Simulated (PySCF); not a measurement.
**Chloromethylfluorosilane (CH₄ClFSi): electronic excitations and core binding energies**

What electronic excitations and core binding energies should Chloromethylfluorosilane (CH₄ClFSi) (`F[SiH2]CCl`) show?

The runs use PySCF 2.14.0, with density-fitted response routines of our own; the level of theory stands in each step. All values are computed, except where a source is named. Atoms count from 0, in the outputs and in this text.

## (1) The starting structure

8 atoms, charge 0, multiplicity 1; geometry from: GFN2-xTB.

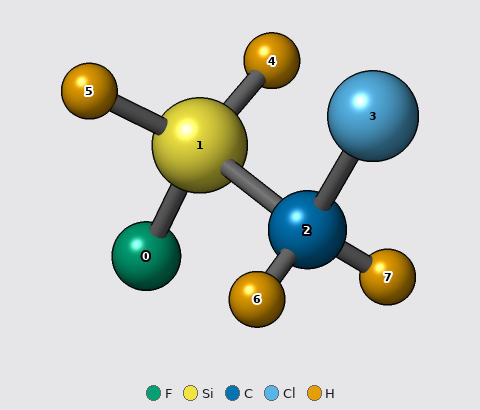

The starting geometry (fluorine teal, silicon yellow, carbon blue, chlorine blue, hydrogen amber), atoms numbered.

## (2) Ultraviolet spectrum: B3LYP/def2-SVPD

The job: settings as JSON, then the geometry in Å.

```
{"job": {"kind": "uv", "xc": "B3LYP", "basis": "def2-SVPD", "nstates": 8, "ntriplets": 3}, "charge": 0, "multiplicity": 1}
F      1.558464    -1.314734    -0.505519
Si     0.939811     0.025058     0.141981
C     -0.935386    -0.085309    -0.181745
Cl    -1.746727     1.360153     0.491202
H      1.234473    -0.046113     1.561841
H      1.535572     1.131230    -0.585512
H     -1.180493    -0.112528    -1.242215
H     -1.396655    -0.948344     0.295401
```

Method: TDDFT B3LYP/def2-SVPD, vertical, gas phase, core orbitals frozen in the response.

Standard output:

```text
coarse grid: 7904 points
cycle   1  E = -889.6624461654  dE =  1.435e-01  |g| = 5.218e-01  |ddm| = 3.205e+00
cycle   2  E = -889.5826099840  dE =  7.984e-02  |g| = 8.900e-01  |ddm| = 1.278e+00
cycle   3  E = -889.7118897177  dE = -1.293e-01  |g| = 6.244e-02  |ddm| = 7.285e-01
cycle   4  E = -889.7127774475  dE = -8.877e-04  |g| = 1.848e-02  |ddm| = 1.118e-01
cycle   5  E = -889.7128627148  dE = -8.527e-05  |g| = 4.504e-03  |ddm| = 3.161e-02
cycle   6  E = -889.7128676421  dE = -4.927e-06  |g| = 1.568e-03  |ddm| = 8.290e-03
final grid: 67976 points
cycle   7  E = -889.8125853568  dE = -8.492e-06  |g| = 5.254e-03  |ddm| = 2.749e-02
cycle   8  E = -889.8125756071  dE =  9.750e-06  |g| = 8.071e-03  |ddm| = 1.370e-02
cycle   9  E = -889.8125923888  dE = -1.678e-05  |g| = 3.237e-04  |ddm| = 8.530e-03
cycle  10  E = -889.8125924120  dE = -2.328e-08  |g| = 1.094e-04  |ddm| = 5.239e-04
cycle  11  E = -889.8125924139  dE = -1.894e-09  |g| = 4.282e-05  |ddm| = 1.328e-04
cycle  12  E = -889.8125924143  dE = -3.693e-10  |g| = 7.765e-06  |ddm| = 4.935e-05
converged SCF energy = -889.8125924143

Static polarisability (au): isotropic 52.480, principal 46.535 49.461 61.446

Singlet excitations
state   eV       nm        f      main configurations
  1   6.4222    193.1   0.01271   H->L 0.97
  2   6.8148    181.9   0.00549   H-1->L 0.95
  3   7.2229    171.7   0.00166   H->L+1 0.95
  4   7.5765    163.6   0.00214   H-1->L+1 0.93
  5   7.6091    162.9   0.00280   H->L+2 0.92
  6   7.9812    155.3   0.00937   H-1->L+2 0.85
  7   8.0354    154.3   0.00682   H-2->L 0.94
  8   8.4639    146.5   0.09130   H->L+3 0.93

Triplet excitations (Tamm-Dancoff, eV): 5.8861 6.2693 6.8898
```

Run time: 5.5 s. Hardware: 1 thread, shared host.

The orbitals next to the gap, with their largest atomic shares:

| orbital | eV | atoms |
| --- | --- | --- |
| HOMO−3 | -10.36 | Cl3 29 %, C2 22 %, Si1 17 % |
| HOMO−2 | -9.83 | Si1 33 %, H5 22 %, H4 22 % |
| HOMO−1 | -8.58 | Cl3 79 %, C2 13 % |
| HOMO | -8.21 | Cl3 61 %, C2 20 %, Si1 9 % |
| LUMO | -0.66 | Si1 28 %, Cl3 26 %, C2 15 % |
| LUMO+1 | 0.07 | Cl3 23 %, Si1 20 %, C2 18 % |
| LUMO+2 | 0.45 | Cl3 30 %, Si1 29 %, C2 16 % |

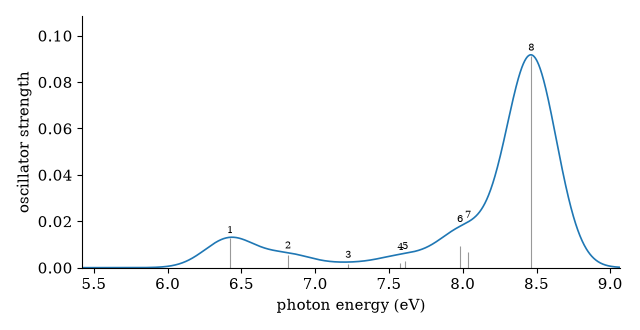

Absorption spectrum from the 8 singlet states computed; above the last one it falls off for lack of states. Lines are broadened to a width of 0.40 eV (Gaussian).

Ground-state properties from the same run:

| property | computed |
| --- | --- |
| dipole moment (D) | 0.16 |
| polarisability (Å³) | 7.78 |
| HOMO–LUMO gap (eV) | 7.55 |
| −ε(HOMO) (eV) | 8.21 |

## (3) X-ray photoelectron lines: SCAN, X2C

Same as in step 2 but for these lines:

```diff
@@ -1,2 +1,2 @@
-{"job": {"kind": "uv", "xc": "B3LYP", "basis": "def2-SVPD", "nstates": 8, "ntriplets": 3}, "charge": 0, "multiplicity": 1}
+{"job": {"kind": "xps"}, "charge": 0, "multiplicity": 1}
 F      1.558464    -1.314734    -0.505519
```

Level: delta-SCF UKS SCAN, pcX-2 on the ionised atom, pcseg-1 elsewhere, spin-free X2C.

Standard output:

```text
ground state, core basis on atom 0 (F), 115 functions
  cycle   1  E = -891.95205078  |g| = 6.47e-01
  cycle   2  E = -891.78865738  |g| = 1.26e+00
  cycle   3  E = -892.01554418  |g| = 9.31e-02
  cycle   4  E = -892.01753926  |g| = 3.35e-02
  cycle   5  E = -892.01778488  |g| = 1.20e-02
  cycle   6  E = -892.01781288  |g| = 5.88e-03
  cycle   7  E = -892.01782130  |g| = 1.13e-03
  cycle   8  E = -892.01782336  |g| = 1.95e-04
  E(ground) = -892.05095320 Eh
hole in F 1s of atom 0
  cycle   1  E = -865.67175054  |g| = 2.58e+00
  cycle   2  E = -865.51177456  |g| = 2.15e+00
  cycle   3  E = -866.49330816  |g| = 3.66e-01
  cycle   4  E = -866.52435750  |g| = 2.30e-01
  cycle   5  E = -866.55965266  |g| = 5.33e-02
  cycle   6  E = -866.56083212  |g| = 2.94e-02
  cycle   7  E = -866.56130651  |g| = 3.02e-03
  cycle   8  E = -866.56131226  |g| = 8.21e-04
  cycle   9  E = -866.56131295  |g| = 2.57e-04
  E(ion) = -866.60083982 Eh   <S^2> = 0.7566   hole on atom = 1.000   binding energy = 692.533 eV
ground state, core basis on atom 1 (Si), 126 functions
  cycle   1  E = -892.07448847  |g| = 3.03e-01
  cycle   2  E = -892.07187202  |g| = 1.66e-01
  cycle   3  E = -892.07187757  |g| = 1.61e-01
  cycle   4  E = -892.07596225  |g| = 1.18e-02
  cycle   5  E = -892.07597929  |g| = 1.65e-03
  cycle   6  E = -892.07598174  |g| = 5.06e-04
  cycle   7  E = -892.07598263  |g| = 2.18e-04
  E(ground) = -892.06423630 Eh
hole in Si 1s of atom 1
  cycle   1  E = -823.10422228  |g| = 4.35e+00
  cycle   2  E = -821.47983273  |g| = 2.53e+00
  cycle   3  E = -820.60535005  |g| = 1.80e+00
  cycle   4  E = -823.82594116  |g| = 8.65e-01
  cycle   5  E = -824.09789788  |g| = 3.47e-01
  cycle   6  E = -824.14528118  |g| = 7.61e-02
  cycle   7  E = -824.14764596  |g| = 1.81e-02
  cycle   8  E = -824.14777127  |g| = 9.07e-03
  cycle   9  E = -824.14780702  |g| = 3.48e-03
  cycle  10  E = -824.14781317  |g| = 5.08e-04
  cycle  11  E = -824.14781478  |g| = 1.58e-04
  E(ion) = -824.14366213 Eh   <S^2> = 0.7522   hole on atom = 1.000   binding energy = 1848.213 eV
hole in Si 2p of atom 1
  cycle   1  E = -887.76360647  |g| = 1.23e+00
  cycle   2  E = -886.97085928  |g| = 1.41e+00
  cycle   3  E = -887.90759647  |g| = 4.76e-01
  cycle   4  E = -888.06868875  |g| = 8.57e-02
  cycle   5  E = -888.06869086  |g| = 8.94e-02
  cycle   6  E = -888.07314592  |g| = 1.71e-02
  cycle   7  E = -888.07328561  |g| = 4.72e-03
  cycle   8  E = -888.07329790  |g| = 1.32e-03
  cycle   9  E = -888.07329739  |g| = 9.36e-04
  cycle  10  E = -888.07329920  |g| = 2.67e-04
  E(ion) = -888.07219419 Eh   <S^2> = 0.7514   hole on atom = 1.002   binding energy = 108.629 eV
  2p3/2 = 108.352 eV   2p1/2 = 108.980 eV
ground state, core basis on atom 2 (C), 115 functions
  cycle   1  E = -891.97575348  |g| = 6.71e-02
  cycle   2  E = -891.97565214  |g| = 4.78e-02
  cycle   3  E = -891.97592479  |g| = 3.11e-02
  cycle   4  E = -891.97607618  |g| = 5.71e-03
  cycle   5  E = -891.97608333  |g| = 7.20e-04
  cycle   6  E = -891.97608461  |g| = 3.17e-04
  E(ground) = -892.00470814 Eh
hole in C 1s of atom 2
  cycle   1  E = -880.67044812  |g| = 1.51e+00
  cycle   2  E = -879.64646354  |g| = 2.02e+00
  cycle   3  E = -881.14982827  |g| = 4.45e-01
  cycle   4  E = -881.22461255  |g| = 1.99e-01
  cycle   5  E = -881.24157767  |g| = 7.41e-02
  cycle   6  E = -881.24314771  |g| = 2.50e-02
  cycle   7  E = -881.24341321  |g| = 5.48e-03
  cycle   8  E = -881.24344241  |g| = 2.29e-03
  cycle   9  E = -881.24344939  |g| = 1.36e-03
  cycle  10  E = -881.24345288  |g| = 3.85e-04
  E(ion) = -881.26832284 Eh   <S^2> = 0.7774   hole on atom = 1.000   binding energy = 292.152 eV
ground state, core basis on atom 3 (Cl), 126 functions
  cycle   1  E = -892.15731384  |g| = 4.86e-01
  cycle   2  E = -892.15747273  |g| = 4.53e-02
  cycle   3  E = -892.15745796  |g| = 3.23e-02
  cycle   4  E = -892.15758912  |g| = 7.41e-03
  cycle   5  E = -892.15760015  |g| = 2.04e-03
  cycle   6  E = -892.15760187  |g| = 2.40e-04
  E(ground) = -892.17308119 Eh
hole in Cl 1s of atom 3
  cycle   1  E = -786.95272191  |g| = 5.47e+00
  cycle   2  E = -787.18880604  |g| = 2.27e+00
  cycle   3  E = -787.66632793  |g| = 1.10e+00
  cycle   4  E = -788.13852696  |g| = 3.99e-01
  cycle   5  E = -788.17645271  |g| = 1.85e-01
  cycle   6  E = -788.18828377  |g| = 2.75e-02
  cycle   7  E = -788.18843000  |g| = 1.89e-02
  cycle   8  E = -788.18861930  |g| = 3.35e-03
  cycle   9  E = -788.18862321  |g| = 9.53e-04
  cycle  10  E = -788.18862277  |g| = 3.17e-04
  E(ion) = -788.21156110 Eh   <S^2> = 0.7525   hole on atom = 1.000   binding energy = 2828.937 eV
hole in Cl 2p of atom 3
  cycle   1  E = -884.08815711  |g| = 1.70e+00
  cycle   2  E = -883.96076390  |g| = 1.36e+00
  cycle   3  E = -884.44756254  |g| = 4.97e-01
  cycle   4  E = -884.53443480  |g| = 1.87e-01
  cycle   5  E = -884.54359447  |g| = 5.98e-02
  cycle   6  E = -884.54519009  |g| = 1.15e-02
  cycle   7  E = -884.54523435  |g| = 7.02e-03
  cycle   8  E = -884.54525816  |g| = 9.62e-04
  cycle   9  E = -884.54525952  |g| = 3.44e-04
  E(ion) = -884.56834821 Eh   <S^2> = 0.7518   hole on atom = 1.001   binding energy = 206.935 eV
  2p3/2 = 206.333 eV   2p1/2 = 207.988 eV
```

Wall time 11 s (1 thread, shared host).

Binding energies by hole, beside the orbital energy of the ground state; the difference holds orbital relaxation and, for a density functional, its self-interaction error:

| hole | stands for | environment | ΔSCF (eV; 2p as the shell's mean) | −ε (eV) | ⟨S²⟩ |
| --- | --- | --- | --- | --- | --- |
| F1s on F0 | F0 | fluorine bonded to Si | 692.53 | 666.5 | 0.757 |
| Si1s on Si1 | Si1 | silicon bonded to C, F, 2 H | 1848.21 | 1794.6 | 0.752 |
| Si2p on Si1 | Si1 | silicon bonded to C, F, 2 H | 108.56 | 97.4 | 0.751 |
| C1s on C2 | C2 | sp3 CH2 bonded to Cl and Si | 292.15 | 275.3 | 0.777 |
| Cl1s on Cl3 | Cl3 | chlorine bonded to C | 2828.94 | 2763.7 | 0.753 |
| Cl2p on Cl3 | Cl3 | chlorine bonded to C | 206.88 | 193.5 | 0.752 |

With the spin-orbit splitting: Si1 2p3/2 108.35, 2p1/2 108.98 eV; Cl3 2p3/2 206.33, 2p1/2 207.99 eV. The table gives each 2p level as the mean over the whole 2p shell (two parts 2p3/2, one part 2p1/2), which differs a little from the single hole in the log.

## (4) Outcome

| quantity | value |
| --- | --- |
| lowest singlet (B3LYP/def2-SVPD) | 6.42 eV (193 nm), f = 0.013 |
| brightest single state of those computed | state 8, 8.46 eV, f = 0.091 |
| lowest triplet | 5.89 eV |
| F1s binding energies, SCAN/pcX-2 | F0 692.53 eV |
| Si1s binding energies, SCAN/pcX-2 | Si1 1848.21 eV |
| Si2p binding energies, SCAN/pcX-2 | Si1 108.56 eV |
| C1s binding energies, SCAN/pcX-2 | C2 292.15 eV |
| Cl1s binding energies, SCAN/pcX-2 | Cl3 2828.94 eV |
| Cl2p binding energies, SCAN/pcX-2 | Cl3 206.88 eV |

**Reading.** The lowest singlet, at 6.42 eV, is HOMO→LUMO 0.97 and is weak; of the 8 states computed, the strongest absorption comes from state 8 at 8.46 eV (the last computed, so partners may be missing). The lowest triplet lies 0.54 eV below the lowest singlet (triplets in Tamm-Dancoff, singlets in full TDDFT). States above −ε(HOMO) lie where TDDFT describes them poorly and they hang on the basis; the brightest is among them.
